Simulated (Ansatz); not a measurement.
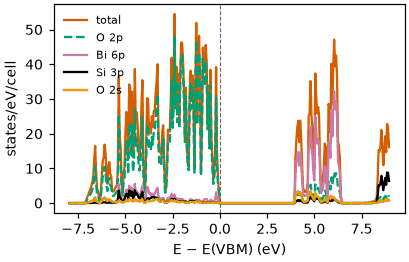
*Total and projected density of states of Si3Bi4O12 in space group I-43d (No. 220; Si on 12a, Bi on 16c, O on 48e), PBEsol in the plane-wave PAW code Ansatz*

Question: Which orbitals carry the states next to the gap?

Answer: Top 1 eV of the valence band: O 2p 88 %, Bi 6s 6 %. Bottom 1 eV of the conduction band: Bi 6p 63 %, O 2p 14 %, O 2s 12 %. Projections are on Löwdin-orthogonalised atomic valence shells; empty p or d shells of many metals are not among them.

Question: Where is the tallest occupied peak in this window, and what makes it?

Answer: Near -2.4 eV, about 55 states/eV per cell; the largest projected share is O 2p.

The first step of the workflow began from a Materials Project structure, measured or hypothetical; the Crystallography Open Database files this formula in space group No. 220, but the cells were not matched. Whether it is the stable phase at ambient conditions was not checked. The cell was relaxed with PBEsol under the symmetry of its start; its stability against distortions is not shown here. Spin–orbit coupling is left out wherever it is not named.

Potentials: the later of the program's two PAW sets.
